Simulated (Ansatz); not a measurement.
ZnS (zinc blende)

```yaml
crystal:
  lattice:
    - [0.00000, 5.44344, 5.44344]
    - [2.72172, 0.00000, 2.72172]
    - [2.72172, 2.72172, 0.00000]
  atoms:
    - { symbol: S, position: [0.37500, 0.75000, 0.75000] }
    - { symbol: S, position: [0.87500, 0.75000, 0.75000] }
    - { symbol: Zn, position: [0.00000, 0.00000, 0.00000] }
    - { symbol: Zn, position: [0.50000, 0.00000, 0.00000] }
```

A phonon eigenvector at L = (0.5, 0.0, 0.0) is frozen into this cell: atom i moves by Q times the vector below, so Q is the largest atomic displacement, in Å. The cell is held. (q is in reciprocal vectors of the primitive cell; the cell shown is doubled to hold the pattern.)

```
atom       x       y       z
----  ------  ------  ------
S1     0.577  -0.577  -0.577
S2    -0.577   0.577   0.577
Zn3   -0.068   0.068   0.068
Zn4    0.068  -0.068  -0.068
```

Level of theory: PBE (plane waves to 420 eV, PAW, scalar-relativistic; Ansatz, a quantum-chemistry and plane-wave program). k mesh 5×10×10 (Γ-centred), Fermi-Dirac smearing 0.05 eV. Energies are smeared free energies. ZnS was relaxed with its symmetry unable to fall. The zero of ΔE is the undisplaced structure.

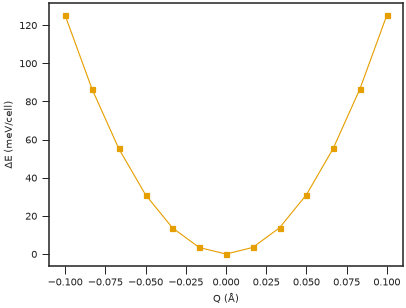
Fig. 1. ΔE (meV/cell) against Q (Å); markers are the computed points, lines only join them.

**Question.** What is the energy change at Q = 0.100 Å?

**Answer.** About 130 meV/cell.

**Question.** What harmonic wavenumber does the curvature at Q = 0 give?

**Answer.** About 320 cm⁻¹.

(A displaced cell: forces are minus the slopes of the energy, force constants its curvatures, and phonons follow from these.)
